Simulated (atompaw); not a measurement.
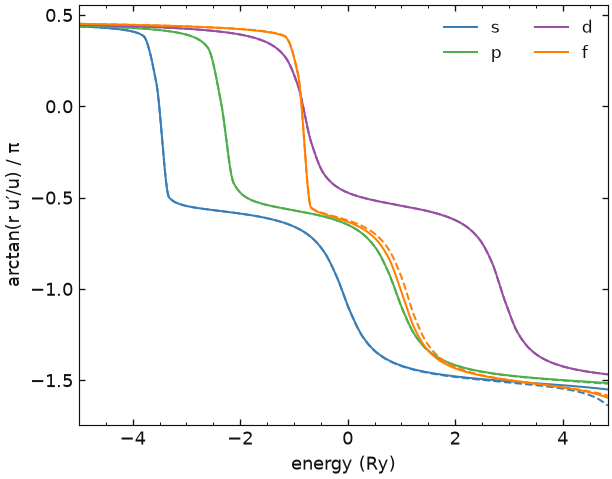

Unwrapped phase arctan(r u′/u) in units of π against energy, all-electron (solid) and pseudo (dashed); the pseudo phase is matched to the all-electron one at the reference energy. Here u = r R(r). A near-vertical step is a level narrower than the spacing of the points behind the curves.

Input of atompaw 4.2.0.5:

```
Ce 58
LDA-PW scalarrelativistic loggrid 2001 logderivrange -5 5 251
6 6 5 4 0 0
6 0 1
6 1 0
5 2 1
4 3 1
0 0 0
c
c
c
c
v
v
c
c
c
v
v
c
c
v
v
3
2.90 2.70 2.45 2.10
n
n
y
0.6
n
y
3.5
n
bloechl sinc
bessel
```

Run as:
```bash
atompaw < Ce.input > Ce.log
```

Functional and relativity: LDA (PW92), scalar-relativistic.

Question: Over which energies does the pseudo-atom scatter like the all-electron atom (phases within 0.05 rad)?

Answer: s: up to about 3.9 Ry; p: over the whole range drawn; d: over the whole range drawn; f: up to about 0.3 Ry.

Question: Does the potential have spurious states?

Answer: The plot shows none: the two phases stay within 0.28 rad of each other in all channels drawn. The separate test gives: no ghost state below the valence levels in the s, p, d, f channels.

Question: Counted from its reference energy, which channel leaves the all-electron phase first?

Answer: The f channel: its phase error passes 0.05 rad 1.2 Ry above its reference energy, against 4.5 Ry for s.
